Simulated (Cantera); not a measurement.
A closed system holds: 1 mol Si, 3 mol NF3, at 1.00 bar.

These are equilibrium values from Cantera (NASA tables, ideal gas, pure condensed phases), not measurements of a reactor. Candidate condensed phases: Si, Si3N4; 16 gas species. Equilibrium is a limit: real reactors are often held back by kinetics, nucleation or transport.

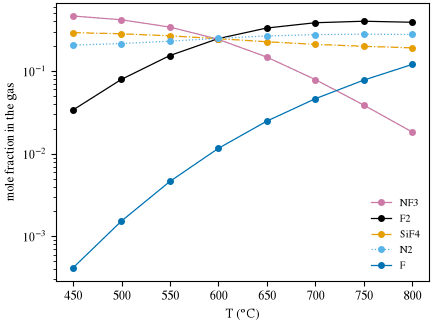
*Equilibrium gas composition (values under 1e-9 drawn at 1e-9)*

Question: Read off the mole fractions at 450 °C.

Answer: NF3 about 0.47, SiF4 about 0.29, N2 about 0.21, F2 about 0.034, F about 0.00041.
